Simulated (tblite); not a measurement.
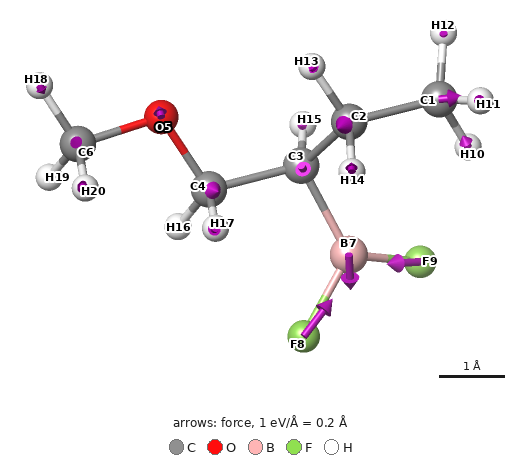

Starting geometry of C₅H₁₁BF₂O with the computed forces as purple arrows. A ball-and-stick model, seen at a tilt.

These are results of GFN2-xTB geometry optimisation, gas phase in tblite, not measurements. 

Question: Is this structure relaxed? If not, where do the atoms go?

Answer: It isn't relaxed: the largest force vector, on F8, is 3.76 eV/Å. The final displacements have little in common with the starting forces (cosine between the two patterns 0.25). The atom that moves furthest after the best rigid fit is H11 (0.56 Å). By element the largest moves are H 0.56 Å, F 0.46 Å, B 0.23 Å, C 0.21 Å, O 0.08 Å. Near-neighbour distances that change, for instance: B7–F8 1.471 → 1.319 Å, B7–F9 1.435 → 1.317 Å, C2–H14 1.132 → 1.092 Å, C2–C3 1.509 → 1.548 Å. Bond angles that change, for instance: O5–C4–H17 104.3° → 110.2°, C4–C3–B7 106.1° → 111.8°, C3–C4–H17 104.7° → 110.0°. Groups turn about C1–C2 by about 25°. The energy falls by 111.9 kJ/mol in 58 geometry steps. The run took 0.82 s on 1 thread of Intel(R) Xeon(R) Processor @ 2.70GHz, with other jobs on the host.
